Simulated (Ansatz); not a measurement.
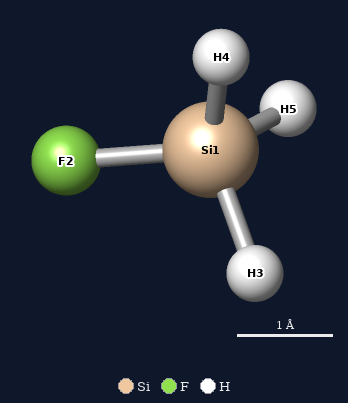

**Figure 1.** The starting structure (ball-and-stick view, seen at a tilt; atoms are numbered from 1 in the order of the input). Bond lengths as drawn: F–Si 1.59 Å and H–Si 1.46 Å.

## SiH3F: geometry relaxation

SiH3F, computed with RKS BLYP-D4/def2-SVP (Ansatz 0.2.0).

It belongs to a series of runs on one base structure; here: start relaxed. Figures and captions count atoms from 1; the log counts them from 0 in places.

### The input
```yaml
crystal:
  periodic: [false, false, false]
  atoms:
    - { symbol: Si, position_ang: [0.0, 0.0, 0.0] }
    - { symbol: F, position_ang: [0.0, 0.0, 1.59] }
    - { symbol: H, position_ang: [1.3768, 0.0, -0.4862] }
    - { symbol: H, position_ang: [-0.6877, 1.1914, -0.4862] }
    - { symbol: H, position_ang: [-0.6877, -1.1914, -0.4862] }
basis:
  gaussian: { orbitals: def2-SVP }
hamiltonian:
  xc: blyp
  dispersion: d4
relax:
  f_tol: 0.02
  max_steps: 40
output:
  orbitals: {}
```

Launched with:
```bash
ansatz run input.yaml --threads 1 --pin off --max-ram 2048MiB --backend cpu --events-out ev --progress --plain --runs-dir out
```

### Log
```
The last accepted step is kept in [file] (removed where the run ends without a failure and the disk answers)
Engine: ansatz 0.2.0, aarch64-unknown-linux-gnu
Functional definition: BLYP
  parameter beta = 0.0042
  parameter a = 0.04918
  parameter b = 0.132
  parameter c = 0.2533
  parameter d = 0.349
  exchange = b88_x(beta = beta)
  correlation = lyp_c(a = a, b = b, c = c, d = d)
518 factors; their error is unknown
mean field evaluation 1: about -10637.3904 eV, gradient 3.2e1 eV
mean field evaluation 2: about -10633.6629 eV, gradient 6.1e1 eV
mean field evaluation 4: about -10639.1815 eV, gradient 6.7e-1 eV
mean field evaluation 8: about -10639.1430 eV, gradient 8.2e-2 eV
mean field -10639.14304108 eV, -390.9812952896 hartree, gradient 2.6e-5 eV, S^2 0.000000; 0 other end points of the search recorded, 0 dependent functions left out
the calculation of the forces begins
reference -10639.14330103 eV, -390.9813048425 hartree; 13, 13 occupied and 34, 34 virtual orbitals, 518 factors
relax step   1: F+E_penalty+E_count = -10639.25165983 eV  Δ(F+E_penalty+E_count) = +0.000e0 eV  max|allowed force component| = 1.860e0 eV/Å  Δτ_max = 0.0000 Å  (22 SCF iters, accepted)
these checks for a lower state are left out or cut short: starts, cluster_reference, orbital_swaps, neighbouring_geometries, increment
518 factors; their error is unknown
mean field evaluation 16: about -10639.2476 eV, gradient 1.8e0 eV
mean field -10639.21226294 eV, -390.9838391459 hartree, gradient 9.6e-6 eV, S^2 0.000000; 0 other end points of the search recorded, 0 dependent functions left out
the calculation of the forces begins
reference -10639.21252388 eV, -390.9838487355 hartree; 13, 13 occupied and 34, 34 virtual orbitals, 518 factors
relax step   2: F+E_penalty+E_count = -10639.32074712 eV  Δ(F+E_penalty+E_count) = -6.909e-2 eV  max|allowed force component| = 1.026e0 eV/Å  Δτ_max = 0.0291 Å  (26 SCF iters, accepted)
these checks for a lower state are left out or cut short: starts, cluster_reference, orbital_swaps, neighbouring_geometries, increment
518 factors; their error is unknown
mean field -10639.23078770 eV, -390.9845199185 hartree, gradient 1.1e-5 eV, S^2 0.000000; 0 other end points of the search recorded, 0 dependent functions left out
the calculation of the forces begins
reference -10639.23104866 eV, -390.9845295085 hartree; 13, 13 occupied and 34, 34 virtual orbitals, 518 factors
relax step   3: F+E_penalty+E_count = -10639.33910200 eV  Δ(F+E_penalty+E_count) = -1.835e-2 eV  max|allowed force component| = 1.423e-1 eV/Å  Δτ_max = 0.0188 Å  (26 SCF iters, accepted)
these checks for a lower state are left out or cut short: starts, cluster_reference, orbital_swaps, neighbouring_geometries, increment
518 factors; their error is unknown
mean field evaluation 32: about -10639.2737 eV, gradient 2.6e-1 eV
mean field -10639.23109123 eV, -390.9845310729 hartree, gradient 1.1e-5 eV, S^2 0.000000; 0 other end points of the search recorded, 0 dependent functions left out
the calculation of the forces begins
reference -10639.23135204 eV, -390.9845406573 hartree; 13, 13 occupied and 34, 34 virtual orbitals, 518 factors
relax step   4: F+E_penalty+E_count = -10639.33936310 eV  Δ(F+E_penalty+E_count) = -2.611e-4 eV  max|allowed force component| = 2.287e-3 eV/Å  Δτ_max = 0.0021 Å  (26 SCF iters, accepted)
```

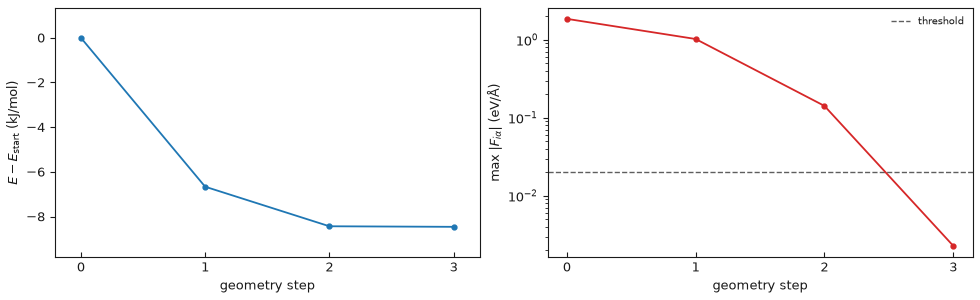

**Figure 2.** Progress of the relaxation, step by step (the first geometry is step 0 here and step 1 in the log).

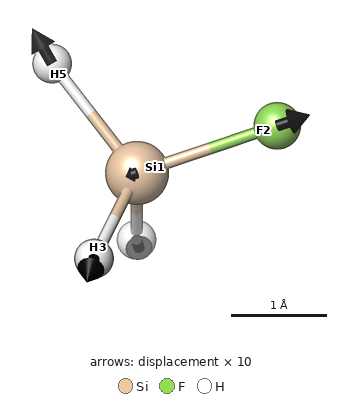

**Figure 3.** The starting structure with the displacements as black arrows, magnified 10 times (ball-and-stick view, seen at an oblique angle). The two geometries are laid on each other by the best rigid fit. The largest moves after the best rigid fit, 0.043 Å, are those of H4 and H5. Largest moves by element: H 0.043 Å, F 0.038 Å, Si 0.013 Å. Distances before and after: Si1–F2 1.590 → 1.641 Å, Si1–H3 1.460 → 1.498 Å. The energy falls by 8.46 kJ/mol in 3 geometry steps. The largest force component goes from 1.9 to 0.0023 eV/Å. (Atoms are counted from 1 in the order of the input.)

```
518 factors; their error is unknown
mean field -10639.23109123 eV, -390.9845310729 hartree, gradient 1.1e-5 eV, S^2 0.000000; 1 other end points of the search recorded, 0 dependent functions left out
the calculation of the forces begins
reference -10639.23135204 eV, -390.9845406573 hartree; 13, 13 occupied and 34, 34 virtual orbitals, 518 factors
Total energy: -10639.33962390 eV, -390.9885195749 hartree
Atom 0 at     0.000291     0.000000    -0.013229 Å, force    -0.000072    -0.000000    -0.002287 eV/Å
Atom 1 at     0.000090     0.000000     1.627808 Å, force     0.000041     0.000000     0.001304 eV/Å
Atom 2 at     1.418514    -0.000000    -0.494226 Å, force    -0.000705     0.000000     0.000353 eV/Å
Atom 3 at    -0.708748     1.228159    -0.494476 Å, force     0.000367    -0.000557     0.000315 eV/Å
Atom 4 at    -0.708748    -1.228159    -0.494476 Å, force     0.000367     0.000557     0.000315 eV/Å
Dipole moment:     0.000038     0.000000    -0.263247 e Å
```

### Trajectory as extended XYZ (Å, eV, eV/Å), 4 frames, from step=1 to step=4
```
5
Properties=species:S:1:pos:R:3:forces:R:3 step=1 energy=-10639.25166
Si    0.0000    0.0000    0.0000    0.0211   0.0000  -1.2186
F     0.0000    0.0000    1.5900   -0.0005   0.0000   1.8596
H     1.3768    0.0000   -0.4862    0.7002   0.0000  -0.2091
H    -0.6877    1.1914   -0.4862   -0.3604   0.6244  -0.2160
H    -0.6877   -1.1914   -0.4862   -0.3604  -0.6244  -0.2160
5
Properties=species:S:1:pos:R:3:forces:R:3 step=2 energy=-10639.32075
Si    0.0002    0.0000   -0.0037    0.0076   0.0000  -0.8692
F     0.0001    0.0000    1.6072   -0.0004   0.0000   1.0255
H     1.4051    0.0000   -0.4906    0.1946   0.0000  -0.0506
H    -0.7020    1.2164   -0.4908   -0.1009   0.1745  -0.0528
H    -0.7020   -1.2164   -0.4908   -0.1009  -0.1745  -0.0528
5
Properties=species:S:1:pos:R:3:forces:R:3 step=3 energy=-10639.33910
Si    0.0003    0.0000   -0.0111   -0.0002   0.0000  -0.1423
F     0.0001    0.0000    1.6260    0.0001   0.0000   0.1210
H     1.4182    0.0000   -0.4944   -0.0048   0.0000   0.0072
H    -0.7086    1.2279   -0.4946    0.0024  -0.0040   0.0070
H    -0.7086   -1.2279   -0.4946    0.0024   0.0040   0.0070
5
Properties=species:S:1:pos:R:3:forces:R:3 step=4 energy=-10639.33936
Si    0.0003    0.0000   -0.0132   -0.0001   0.0000  -0.0023
F     0.0001    0.0000    1.6278    0.0000   0.0000   0.0013
H     1.4185    0.0000   -0.4942   -0.0007   0.0000   0.0004
H    -0.7087    1.2282   -0.4945    0.0004  -0.0006   0.0003
H    -0.7087   -1.2282   -0.4945    0.0004   0.0006   0.0003
```

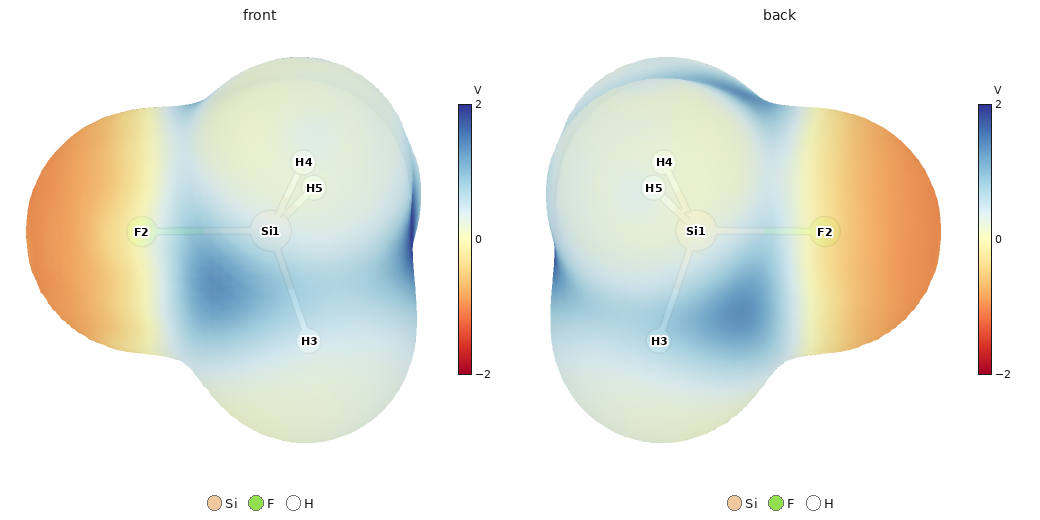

**Figure 4.** The electrostatic potential painted on the density surface at 0.002 e/bohr³, seen face on and from behind; the colour scale runs from red (negative) to blue (positive).

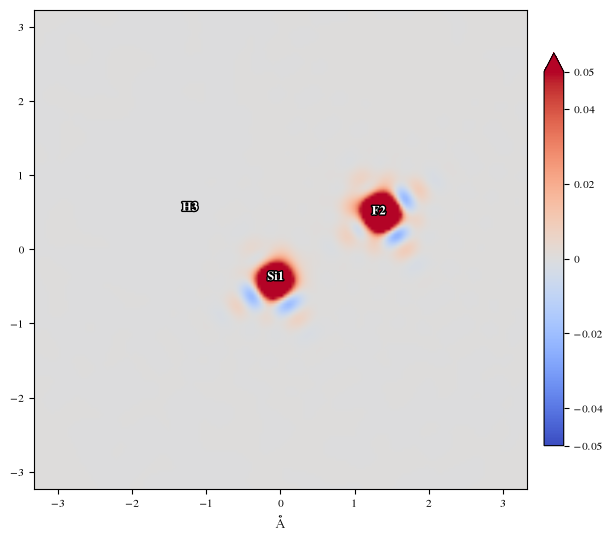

**Figure 5.** The HOMO on the plane of atoms F2, Si1 and H3 (values in Å⁻³ᐟ²; the overall sign is arbitrary). By Hirshfeld shares it lies mainly on Si1 (30 %), F2 (30 %), H4 (20 %) and H5 (20 %). Its energy is −8.05 eV.

### Summary

```csv
quantity,value
outcome,converged
total energy,−10639.3396 eV
mean-field energy,−10639.2314 eV
largest force (length of the vector) at the end,0.002 eV/Å
hardware,"1 thread of Arm Neoverse V1, 24 GiB of memory available, shared host"
wall time,3.9 s
peak memory,0.086 GiB
```
